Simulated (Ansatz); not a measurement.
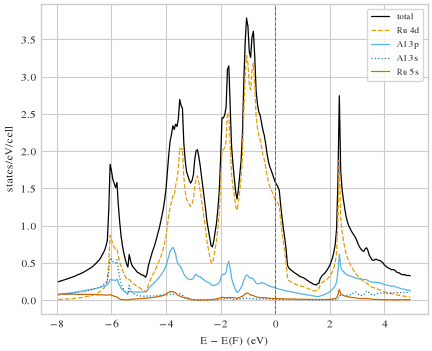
Fig. 1. Total and projected density of states of AlRu (CsCl type, Pm-3m), plane-wave PAW PBEsol (Ansatz code)

Task: Which orbitals carry the states next to the Fermi level?

Result: Within 0.5 eV of the Fermi level: Ru 4d 84 %, Al 3p 11 %. Projections are on Löwdin-orthogonalised atomic valence shells; empty p or d shells of many metals are not among them.

Task: Where is the tallest occupied peak in this window, and what makes it?

Result: Near -1.0 eV, about 3.8 states/eV per cell; the largest projected share is Ru 4d.

Symmetry was held in the PBEsol relaxation; of distortions, only those at the zone centre were tested. The run is not spin-polarised. Spin–orbit coupling is left out wherever it is not named.

Potentials: the later of the program's two PAW sets.
